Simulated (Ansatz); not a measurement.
# Ti(OH)F3 (F₃HOTi): trial inputs and their diagnosis

3 inputs were typed for Ti(OH)F3 (F₃HOTi). Each is run as it stands; the log then has to tell whether the result can be used.

The runs use Ansatz 0.2.0, Gaussian basis; the settings change from run to run.

## Step 1: The relaxed structure

An earlier PBE-D4/def2-SVP relaxation fixed the geometry.

6 atoms, charge 0, spin multiplicity 1.

Atoms are counted from 1 here; the program's logs count them from 0.

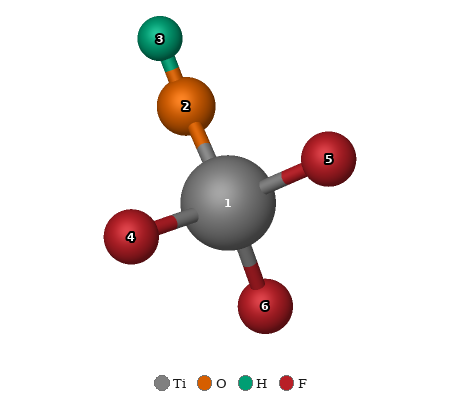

The geometry (titanium grey, oxygen orange, hydrogen teal, fluorine red); atoms are numbered from 1 in the order of the file.

## Step 2: Try 1

Contents of in.yaml:

```yaml
crystal:
  periodic: [false, false, false]
  atoms:
    - {symbol: Ti, position_ang: [0.054642, -0.027261, -0.468296]}
    - {symbol: O, position_ang: [0.117395, 0.043952, 1.382284]}
    - {symbol: H, position_ang: [0.320295, 0.615939, 2.101931]}
    - {symbol: F, position_ang: [1.444401, -0.234581, -0.943577]}
    - {symbol: F, position_ang: [-0.954357, 1.244229, -1.080872]}
    - {symbol: F, position_ang: [-0.958683, -1.619254, -0.859260]}
basis:
  gaussian: {orbitals: def2-mTZVPP, fitting: {mean_field: cc-pVTZ-jkfit}}
hamiltonian: {xc: {name: wPBEh}}
scf: {omitted_lower_state_checks: [starts]}
output: {forces: true}
```

Command:

```
$ ansatz run in.yaml --threads 4 --pin off --events-out ev --progress --plain --max-ram 3916MiB
```

What it wrote:

```text
Functional definition: wPBEh
  name "wPBEh"
  cite "Heyd, Scuseria & Ernzerhof, J. Chem. Phys. 118, 8207 (2003) doi:10.1063/1.1564060"
  cite "Krukau, Vydrov, Izmaylov & Scuseria, J. Chem. Phys. 125, 224106 (2006) doi:10.1063/1.2404663"
  cite "Heyd & Scuseria, J. Chem. Phys. 120, 7274 (2004) doi:10.1063/1.1668634"
  cite "Ernzerhof & Perdew, J. Chem. Phys. 109, 3313 (1998) doi:10.1063/1.476928"
  cite "Perdew, Burke & Ernzerhof, Phys. Rev. Lett. 77, 3865 (1996) doi:10.1103/PhysRevLett.77.3865"
  parent pbe
  parameter a = 0.25
  parameter omega = 0.11/bohr
  exchange = wpbe_x - a*pbe_x_sr(omega) + a*exact_x_sr(omega)
  correlation = pbe_c
these checks for a lower state are left out or cut short: starts
Error: <dir> the basis set cc-pVTZ-JKFIT has no functions for Ti
```

It took 0.1 s on 4 threads of Arm Neoverse V1, shared host.

**Diagnosis.** The program refused the input. The fitting set named has no entry for an element of this molecule. Cure: leave the fitting key out, or name a set that covers all elements and suits the basis. Its coordinates are also moved off the relaxed structure.

## Step 3: Try 2

Contents of in.yaml:

```yaml
crystal:
  periodic: [false, false, false]
  atoms:
    - {symbol: Ti, position_ang: [-0.064833, -0.120655, -0.411610]}
    - {symbol: O, position_ang: [-0.038828, -0.046724, 1.359618]}
    - {symbol: H, position_ang: [0.301860, 0.564039, 2.035957]}
    - {symbol: F, position_ang: [1.576376, -0.110981, -1.027325]}
    - {symbol: F, position_ang: [-0.877989, 1.294986, -1.049922]}
    - {symbol: F, position_ang: [-0.896587, -1.580665, -0.906718]}
basis:
  gaussian: {orbitals: cc-pVDZ}
total_charge: 4
hamiltonian: {xc: {name: PBE0}}
correlation: {method: rpa}
scf: {omitted_lower_state_checks: [starts]}
```

Same command.

What it wrote (excerpt; [...] marks lines left out):

```text
Functional definition: PBE0
  name "PBE0"
  cite "Adamo & Barone, J. Chem. Phys. 110, 6158 (1999) doi:10.1063/1.478522"
  cite "Perdew, Burke & Ernzerhof, Phys. Rev. Lett. 77, 3865 (1996) doi:10.1103/PhysRevLett.77.3865"
  parent pbe
[...]
1018 factors; integrals over basis functions are off by at most 9.1e-4 eV
[...]
mean field -33221.30369024 eV, -1220.8603924077 hartree, gradient 2.1e-6 eV, S^2 0.000000; 0 other end points of the search recorded, 0 dependent functions left out; unrestricted orbitals would lower it
[...]
unrestricted determinant -33175.57472758 eV, -1219.1798840265 hartree, S^2 2.8115
9 core orbitals not correlated: weight in the atoms' cores, before any rotation towards them, 1.000 or more for the frozen orbitals, at most 0.000 for the correlated occupied ones
reference -33157.46400029 eV, -1218.5143270742 hartree; 18, 18 occupied and 77, 77 virtual orbitals, 1018 factors
Total energy: -33205.35072520 eV, -1220.2741317562 hartree
Checks for a lower state left out: starts
```

It took 12 s on 4 threads of Arm Neoverse V1, shared host.

What is wrong: The run converged, but a converged run isn't a right one. The charge is far from anything that the molecule holds. It asks for charge +4; the species has 0. Its energy belongs to another ion. Fix: type the charge that the molecule really has.

## Step 4: Try 3

Contents of in.yaml:

```yaml
crystal:
  periodic: [false, false, false]
  atoms:
    - {symbol: Ti, position_ang: [-0.064833, -0.120655, -0.411610]}
    - {symbol: O, position_ang: [-0.038828, -0.046724, 1.359618]}
    - {symbol: H, position_ang: [0.301860, 0.564039, 2.035957]}
    - {symbol: F, position_ang: [1.576376, -0.110981, -1.027325]}
    - {symbol: F, position_ang: [-0.877989, 1.294986, -1.049922]}
    - {symbol: F, position_ang: [-0.064833, -0.120655, -0.111610]}
basis:
  gaussian: {orbitals: "6-31G*"}
hamiltonian: {xc: {name: revPBE}}
scf: {omitted_lower_state_checks: [starts]}
output: {forces: true}
```

Same command.

What it wrote (excerpt; [...] marks lines left out):

```text
Functional definition: revPBE
  name "revPBE"
  cite "Zhang & Yang, Phys. Rev. Lett. 80, 890 (1998) doi:10.1103/PhysRevLett.80.890"
  cite "Perdew, Burke & Ernzerhof, Phys. Rev. Lett. 77, 3865 (1996) doi:10.1103/PhysRevLett.77.3865"
[...]
969 factors; their error is unknown
[...]
a density is far from that of the atoms, so the factors are made again for it
1013 factors; integrals over basis functions are off by at most 6.6e-4 eV
mean field -31420.45672723 eV, -1154.6804871754 hartree, gradient 2.1e-5 eV, S^2 0.000000; 0 other end points of the search recorded, 0 dependent functions left out
[...]
reference -31420.45679988 eV, -1154.6804898450 hartree; 29, 29 occupied and 69, 69 virtual orbitals, 1013 factors
Total energy: -31420.45679988 eV, -1154.6804898450 hartree
Atom 0 at    -0.064833    -0.120655    -0.411610 Å, force   -12.111023    -5.405442 -13701.781858 eV/Å
Atom 1 at    -0.038828    -0.046724     1.359618 Å, force    -1.040908    -1.739738    -0.619635 eV/Å
Atom 2 at     0.301860     0.564039     2.035957 Å, force     0.568865     0.807218    -0.176866 eV/Å
Atom 3 at     1.576376    -0.110981    -1.027325 Å, force     7.701325    -0.260599    -1.569072 eV/Å
Atom 4 at    -0.877989     1.294986    -1.049922 Å, force    -3.794027     5.911530    -3.059040 eV/Å
Atom 5 at    -0.064833    -0.120655    -0.111610 Å, force     8.675768     0.687031 13707.206472 eV/Å
Dipole moment:    -0.236279    -0.331778     1.021805 e Å
Checks for a lower state left out: starts
```

Run time: 3.1 s. Hardware: 4 threads of Arm Neoverse V1, shared host.

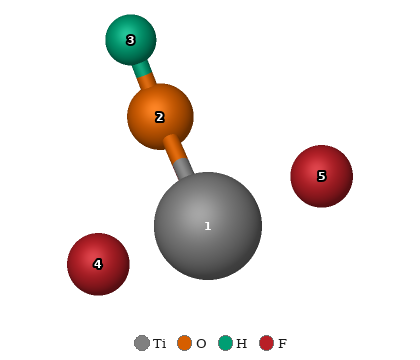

The geometry of this input.

**Diagnosis.** It ended without an error, which proves nothing about the input. One atom was put on top of another. The shortest distance is 0.30 Å (Ti1–F6), against 0.97 Å in the relaxed molecule. Its energy is no property of the relaxed molecule. To mend it, restore the atom's position.

## Step 5: How the tries ended

```csv
try,level,ended,cause,time
1,wPBEh/def2-mTZVPP,refused,the fitting set named has no entry for an element of this molecule,0.1 s
2,RPA/cc-pVDZ,converged,the charge is far from anything that the molecule holds,12 s
3,revPBE/6-31G*,converged,one atom was put on top of another,3.1 s
```

In words: 1 refused, 2 converged. A refusal costs next to no computing time. The dangerous case is the input that converges on a wrong geometry, charge, spin, basis or grid: often only a look at the input shows it.
